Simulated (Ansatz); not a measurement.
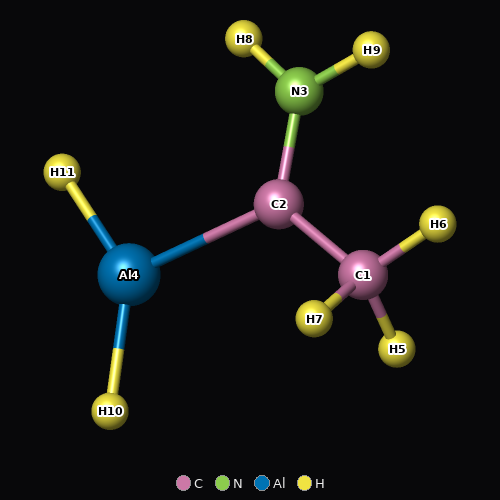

The system is C₂H₇AlN, charge +1; the picture shows the reference structure. The first coordinate is: dihedral C1–C2–Al4–H10; the second: dihedral C1–C2–N3–H8. Nothing is relaxed (all other coordinates rigid). The grid has 8 × 8 points. Points are written as (first, second). All energies are given in eV relative to the lowest grid point. Energies and slopes of some neighbouring points disagree (a jump in structure or state, or too coarse a mesh). The dihedral twists a double bond; near 90° a spin-restricted reference is unreliable. These are results of Ansatz, RKS r2SCAN-D4/def2-TZVP, not measurements.

Its coordinates:

```xyz
11

C    -1.0917    0.9225   -0.0994
C    -0.0386   -0.0740    0.1558
N    -0.0929   -0.7644    1.2493
Al    1.5295   -0.4389   -1.1340
H    -1.5710    0.6978   -1.0604
H    -1.8498    0.9931    0.6838
H    -0.6256    1.9035   -0.2543
H     0.6090   -1.4643    1.4725
H    -0.8360   -0.6428    1.9375
H     1.5311    0.4300   -2.4317
H     2.4361   -1.5623   -0.5191
```

Range: dihedral C1–C2–Al4–H10 from −180 to 135°; dihedral C1–C2–N3–H8 from −180 to 135°.

Predict the map.

Answer. The lowest grid point is at (0°, −180°). Other grid points that lie below all their neighbours: (0°, 0°) (0.0016 eV higher); (−180°, −180°) (0.021 eV higher); (−180°, 0°) (0.023 eV higher). The highest grid point, (−180°, −90°), lies 3.08 eV above the lowest.

```csv
"dihedral C1–C2–N3–H8 ↓, dihedral C1–C2–Al4–H10 →",−180,−135,−90,−45,0,45,90,135
135,0.98,0.92,0.97,1.02,0.96,0.93,1.01,1.06
90,3.08,2.94,2.83,2.93,3.06,2.93,2.83,2.94
45,0.98,1.06,1.01,0.93,0.97,1.02,0.97,0.92
0,0.02,0.07,0.11,0.06,0.00,0.06,0.11,0.07
−45,0.98,0.92,0.97,1.02,0.97,0.93,1.01,1.06
−90,3.08,2.94,2.83,2.93,3.06,2.93,2.83,2.94
−135,0.98,1.06,1.01,0.93,0.96,1.02,0.97,0.92
−180,0.02,0.07,0.11,0.06,0.00,0.06,0.11,0.07
```

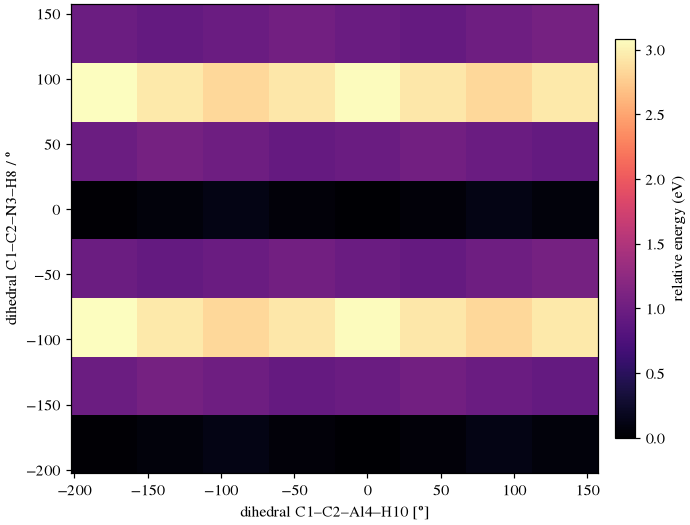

The picture shows one coloured cell a grid point.

Each point was launched as `ansatz run input.yaml --threads 1 --pin off --max-ram 2560MiB --backend cpu --events-out ev --progress --plain --runs-dir out`. The whole map (64 points run) took 14 min on 1 thread of Arm Neoverse V1 (shared host).
